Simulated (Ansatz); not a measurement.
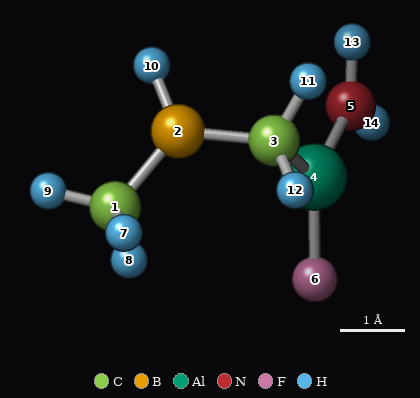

**Figure 1.** The structure (ball-and-stick view, seen at a tilt; atoms are numbered from 1 in the order of the input). Sticks mark near contacts. Bond lengths as drawn: Al–C 1.97 Å, Al–F 1.66 Å, Al–N 1.77 Å, B–C 1.54 to 1.58 Å, B–H 1.20 Å, C–H 1.09 to 1.10 Å and H–N 1.01 Å.

# Phonon calculation of C2H8AlBFN

The run: phonon calculation of C2H8AlBFN. Method and program: RKS B3LYP-D4/6-31G* (Ansatz 0.2.0).

It belongs to a series of runs on one base structure; here: vibrations at the highest image of the band. Figures and captions count atoms from 1; the log counts them from 0 in places.

**Log**
```
Engine: ansatz 0.2.0, x86_64-unknown-linux-gnu
Functional definition: B3LYP
  parameter a0 = 0.2
  parameter ax = 0.72
  parameter ac = 0.81
  exchange = (1 - a0 - ax)*slater_x + ax*b88_x + a0*exact_x
  correlation = (1 - ac)*vwn_rpa_c + ac*lyp_c
1229 factors; integrals over basis functions are off by at most 4.4e-4 eV
mean field evaluation 1: about -13672.9105 eV, gradient 8.7e1 eV
mean field evaluation 2: about -13655.7621 eV, gradient 1.2e2 eV
mean field evaluation 4: about -13688.2147 eV, gradient 6.0e0 eV
mean field evaluation 8: about -13688.3042 eV, gradient 1.0e-1 eV
mean field evaluation 16: about -13688.3042 eV, gradient 1.9e-5 eV
mean field -13688.30421181 eV, -503.0359015181 hartree, gradient 1.9e-5 eV, S^2 0.000000; 0 other end points of the search recorded, 0 dependent functions left out
the calculation of the forces begins
reference -13688.30449480 eV, -503.0359119178 hartree; 27, 27 occupied and 83, 83 virtual orbitals, 1229 factors
these checks for a lower state are left out or cut short: stability, starts, cluster_reference, orbital_swaps, neighbouring_geometries, increment
1229 factors; integrals over basis functions are off by at most 4.4e-4 eV
mean field -13688.30402968 eV, -503.0358948250 hartree, gradient 1.1e-6 eV, S^2 0.000000; 0 other end points of the search recorded, 0 dependent functions left out
[... from here on the field's lines of each further geometry are left out, up to the last ...]
the calculation of the forces begins
reference -13688.30434221 eV, -503.0359063104 hartree; 27, 27 occupied and 83, 83 virtual orbitals, 1229 factors
these checks for a lower state are left out or cut short: stability, starts, cluster_reference, orbital_swaps, neighbouring_geometries, increment
1229 factors; integrals over basis functions are off by at most 4.4e-4 eV
mean field -13688.30409941 eV, -503.0358973877 hartree, gradient 2.6e-6 eV, S^2 0.000000; 0 other end points of the search recorded, 0 dependent functions left out
the calculation of the forces begins
reference -13688.30438240 eV, -503.0359077874 hartree; 27, 27 occupied and 83, 83 virtual orbitals, 1229 factors
WARN: phonons: modes at or below zero, which the zero-point energy, F, S and C_V leave out: 1, the lowest at -138.32 cm⁻¹. A minimum has none, and a first-order saddle one
Total energy: -13688.72833086 eV, -503.0514876058 hartree
Atom 0 at    -1.541174     1.530382     0.813235 Å, force     0.001531    -0.003108     0.000464 eV/Å
Atom 1 at    -0.165141     0.780330     1.008438 Å, force    -0.002411     0.001491     0.002650 eV/Å
Atom 2 at    -0.037499    -0.746313     0.863442 Å, force     0.006961    -0.001809    -0.002509 eV/Å
Atom 3 at     0.389448    -1.004653    -1.037930 Å, force     0.000698    -0.000072     0.011013 eV/Å
Atom 4 at     2.046438    -1.130192    -1.649076 Å, force    -0.003336    -0.002153    -0.009760 eV/Å
Atom 5 at    -0.847299    -1.125544    -2.140909 Å, force     0.002963     0.003599    -0.002850 eV/Å
Atom 6 at    -2.315479     1.107374     1.469106 Å, force    -0.000510     0.000743    -0.000844 eV/Å
Atom 7 at    -1.918549     1.376560    -0.210336 Å, force     0.000270    -0.001056    -0.001352 eV/Å
Atom 8 at    -1.497416     2.610067     0.986369 Å, force     0.000051     0.000606     0.000108 eV/Å
Atom 9 at     0.842700     1.412379     1.198050 Å, force    -0.001821     0.003100    -0.000262 eV/Å
Atom 10 at     0.813908    -1.192821     1.391819 Å, force    -0.000433     0.001136    -0.000228 eV/Å
Atom 11 at    -0.955974    -1.322870     1.033893 Å, force    -0.000460    -0.001054    -0.000870 eV/Å
Atom 12 at     2.877827    -1.058176    -1.076221 Å, force    -0.003453    -0.001021     0.004146 eV/Å
Atom 13 at     2.295210    -1.265825    -2.621080 Å, force    -0.000050    -0.000402     0.000294 eV/Å
Dipole moment:     0.352466    -0.153725     0.101055 e Å
Vibrations: -138.32 20.49 56.67 142.30 195.64 230.44 263.05 341.90 359.96 389.52 538.59 603.50 669.65 751.42 812.20 829.31 853.10 915.51 939.21 1001.09 1025.89 1100.38 1256.96 1374.52 1458.18 1492.68 1507.10 1608.46 2582.45 3016.26 3043.02 3065.12 3106.91 3121.61 3574.52 3665.49 cm⁻¹, zero-point energy 2.846251 eV
```

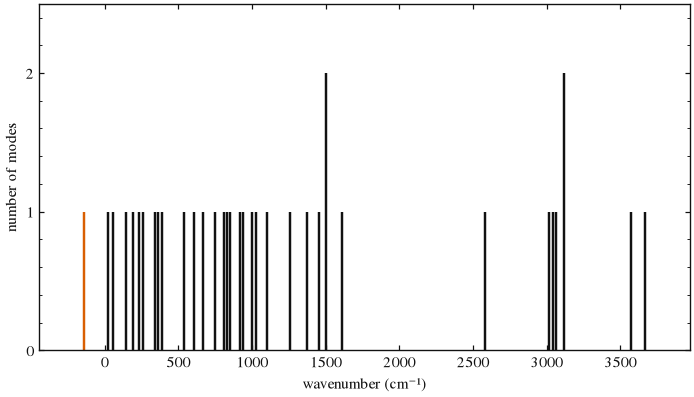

**Figure 2.** Harmonic vibrational wavenumbers from the force constants; neighbouring modes closer than 17 cm⁻¹ are counted in one stick, and imaginary ones are drawn at negative wavenumbers. 36 modes from 138i to 3665 cm⁻¹, 1 imaginary beyond 8i (138i cm⁻¹): a first-order saddle point, if the geometry is stationary.

The run was set up as follows.

**The input**
```yaml
crystal:
  periodic: [false, false, false]
  atoms:
    - { symbol: C, position_ang: [-1.541174, 1.530382, 0.813235] }
    - { symbol: B, position_ang: [-0.165141, 0.78033, 1.008438] }
    - { symbol: C, position_ang: [-0.037499, -0.746313, 0.863442] }
    - { symbol: Al, position_ang: [0.389448, -1.004653, -1.03793] }
    - { symbol: "N", position_ang: [2.046438, -1.130192, -1.649076] }
    - { symbol: F, position_ang: [-0.847299, -1.125544, -2.140909] }
    - { symbol: H, position_ang: [-2.315479, 1.107374, 1.469106] }
    - { symbol: H, position_ang: [-1.918549, 1.37656, -0.210336] }
    - { symbol: H, position_ang: [-1.497416, 2.610067, 0.986369] }
    - { symbol: H, position_ang: [0.8427, 1.412379, 1.19805] }
    - { symbol: H, position_ang: [0.813908, -1.192821, 1.391819] }
    - { symbol: H, position_ang: [-0.955974, -1.32287, 1.033893] }
    - { symbol: H, position_ang: [2.877827, -1.058176, -1.076221] }
    - { symbol: H, position_ang: [2.29521, -1.265825, -2.62108] }
basis:
  gaussian: { orbitals: "6-31G*" }
hamiltonian:
  xc: b3lyp
  dispersion: d4
phonons: {}
```

Command:
```bash
ansatz run input.yaml --threads 2 --pin off --max-ram 3072MiB --backend cpu --events-out ev --progress --plain --runs-dir out
```

**Summary**

```json
{"quantity": "outcome", "value": "converged"}
{"quantity": "total energy", "value": "−13688.7283 eV"}
{"quantity": "mean-field energy", "value": "−13688.3045 eV"}
{"quantity": "largest force (length of the vector)", "value": "0.011 eV/Å"}
{"quantity": "hardware", "value": "2 threads of Intel Xeon (Granite Rapids), 16 GiB of memory available, shared host"}
{"quantity": "wall time", "value": "2.2 min (CPU time 4.3 min)"}
{"quantity": "peak memory", "value": "0.27 GiB"}
```
